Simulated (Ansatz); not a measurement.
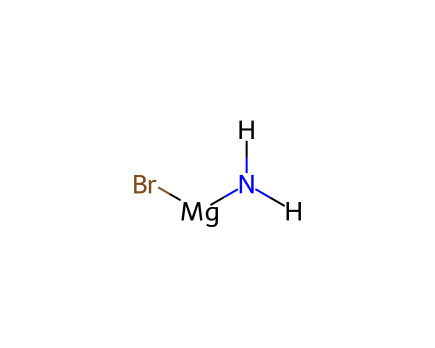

Simulated data, not a measurement (program: Ansatz).

**Give its SMILES.**

[NH2][Mg][Br]

**Give the formula, hydrogens included.**

BrH2MgN.
